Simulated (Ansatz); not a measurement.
## Electronic structure of ClGaH$_{3}$N in real space

The calculation's input:

```
crystal:
  periodic: [false, false, false]
  atoms:
    - { symbol: Ga, position_ang: [0.0, 0.0, 0.0] }
    - { symbol: Cl, position_ang: [0.0, 0.0, 2.24] }
    - { symbol: "N", position_ang: [1.6714, 0.0, -0.965] }
    - { symbol: H, position_ang: [2.138, -0.9179, -1.2168] }
    - { symbol: H, position_ang: [2.1227, 0.9179, -1.2432] }
    - { symbol: H, position_ang: [-1.3596, 0.0, -0.785] }
basis:
  gaussian: { orbitals: def2-SVP }
hamiltonian:
  xc: blyp
  dispersion: d4
relax:
  f_tol: 0.02
  max_steps: 40
output:
  orbitals: {}
```

Command:

```sh
ansatz run input.yaml --threads 1 --pin off --max-ram 2048MiB --backend cpu --events-out ev --progress --plain --runs-dir out
```

The fields are those of the run's last geometry, not of the input's.

All numbers below come from RKS BLYP-D4/def2-SVP (Ansatz 0.2.0).

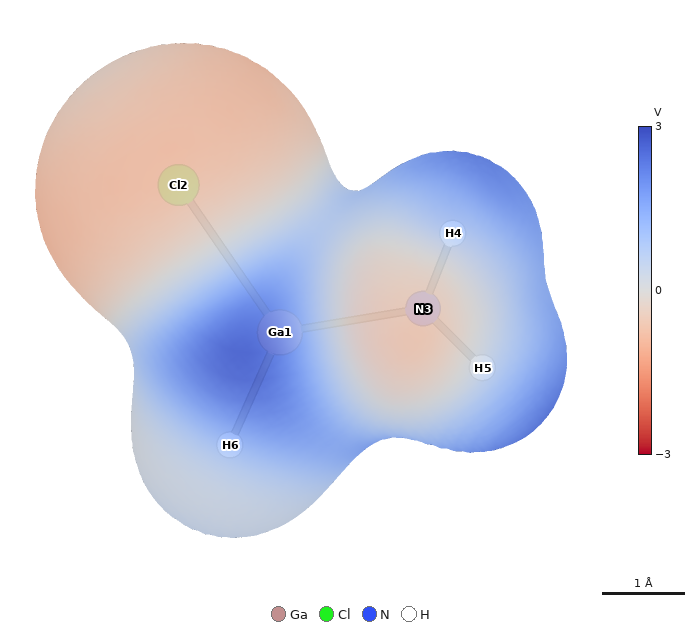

Figure 1. The electrostatic potential painted on the density surface at 0.004 e/bohr³, seen at a tilt; red is negative and blue positive.

**Which sites attract a positive test charge, and which a negative one?**

A positive charge is drawn to the negative regions and a negative charge to the positive ones. The most negative region (about −0.9 V) lies over Cl2, the most positive (about +2.6 V) over Ga1.

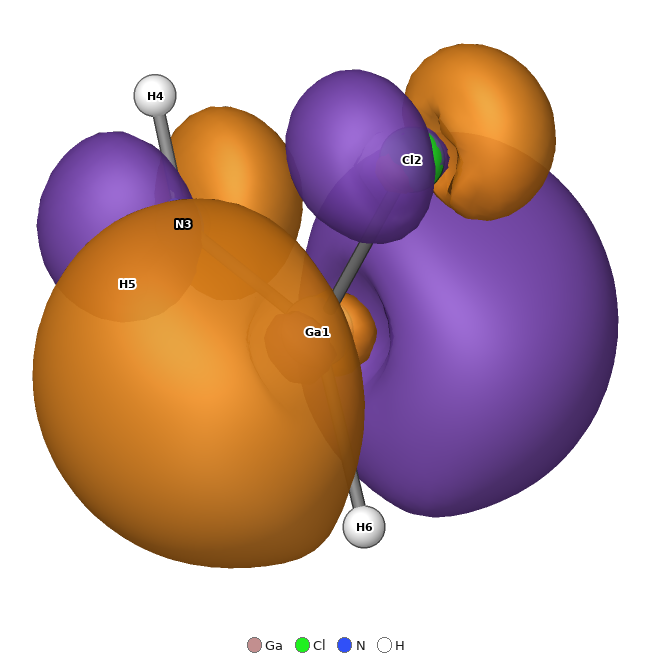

Figure 2. One frontier orbital at ±0.1 Å⁻³ᐟ² (orange and purple are the two phases), seen at an oblique angle.

**Which orbital is it: HOMO or LUMO?**

The LUMO, at −1.22 eV. By Hirshfeld shares it lies mainly on Ga1 (about 70 %), N3 (about 15 %) and Cl2 (about 10 %); it changes sign across the molecular plane (π type).

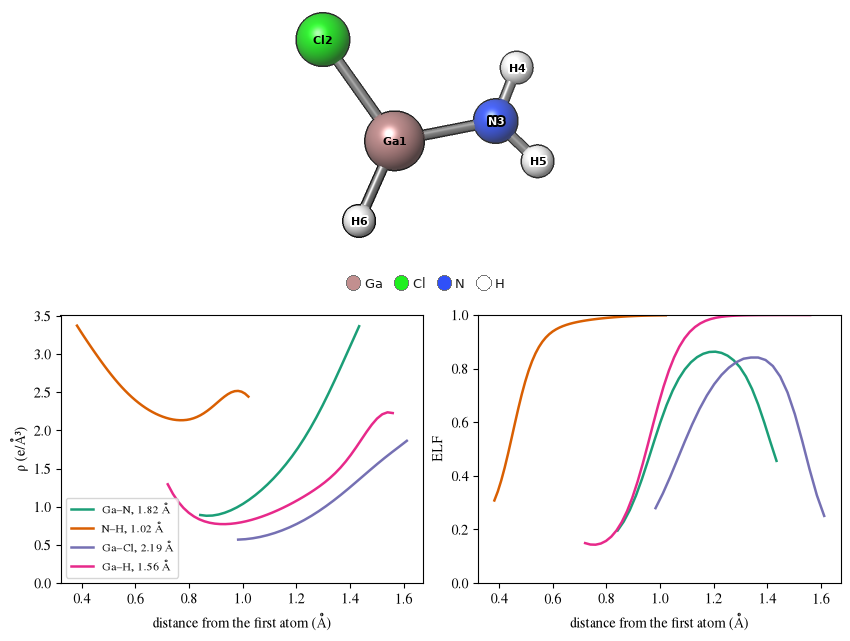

Figure 3. Total electron density and ELF along straight lines between neighbouring atoms. The curves leave out the atomic cores. The structure is drawn too.

**Compare the contacts.**

Ga–N (1.82 Å): ρ at the midpoint is about 0.9 e/Å³; the ELF peaks at about 0.85 in the valence shell of N, 0.6 Å from its nucleus, and is about 0.35 at the midpoint.
N–H (1.02 Å): ρ is about 2.7 e/Å³ halfway; the ELF climbs to about 1 towards the hydrogen, as it does in any bond to H: an ordinary covalent bond to hydrogen.
Ga–Cl (2.19 Å): ρ at the midpoint is about 0.63 e/Å³; the ELF peaks at about 0.85 in the valence shell of Cl, 0.8 Å from its nucleus, and is about 0.55 at the midpoint.
Ga–H (1.56 Å): ρ at the midpoint is about 0.99 e/Å³; the ELF climbs to about 1 towards the hydrogen.
